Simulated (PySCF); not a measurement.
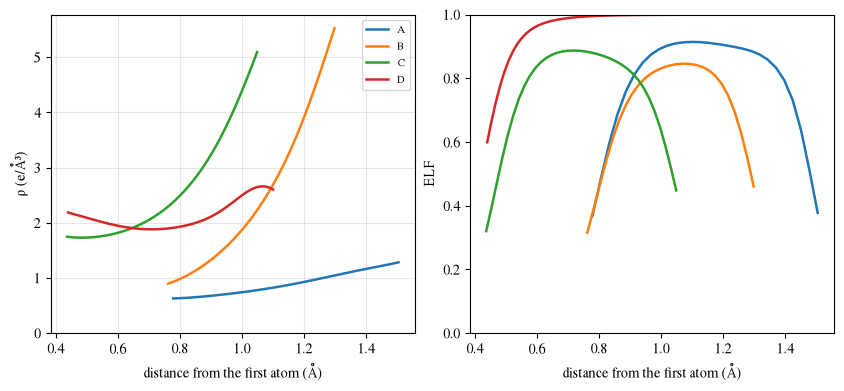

Figure. CH$_{6}$OSSi$_{2}$. Electron density and electron localisation function along straight lines between neighbouring atoms. The curves leave out the atomic cores.

Geometry: PBE0-D3(BJ)/def2-SVP.

These are results of PySCF 2.14.0, PBE0/pcSseg-1, SCF density, gas phase, non-relativistic, not measurements.

The calculation's input:

```
{"job": {"kind": "nmr", "xc": "PBE0", "basis": "pcSseg-1"}, "charge": 0, "multiplicity": 1}
Si    -2.454027     0.431483     0.167182
S     -0.948286     2.020326    -0.029396
Si     1.119549     1.469548     0.173652
O     -1.707156    -1.035343     0.070595
C     -0.467674    -1.620520    -0.208944
H      1.663120     0.852035    -1.072957
H      1.863480     2.733009     0.445624
H      1.325467     0.527261     1.312653
H      0.116960    -1.751939     0.715228
H      0.120706    -1.013533    -0.916735
H     -0.632145    -2.612340    -0.656894
```

Launched as:

```sh
OMP_NUM_THREADS=1 python cluster_run.py task.json out
```

Which curve belongs to which contact (C–H, C–O, Si–O and Si–S)? The first atom named is at distance zero.

Curve A: Si–S (2.15 Å): ρ is about 0.8 e/Å³ halfway; the ELF peaks at about 0.90 between the atoms, as expected for a covalent bond. Curve B: Si–O (1.65 Å): ρ is about 1 e/Å³ halfway; the ELF peaks at about 0.85 between the atoms; a polar covalent bond. Curve C: C–O (1.40 Å): the density is about 2 e/Å³ at the midpoint, with its minimum of 1.7 e/Å³ about 0.5 Å from C; the ELF peaks at about 0.90 between the atoms: a polar covalent bond. Curve D: C–H (1.10 Å): ρ is about 2 e/Å³ halfway; the ELF climbs to about 1 towards the hydrogen, as it does in any bond to H: an ordinary covalent bond to hydrogen.
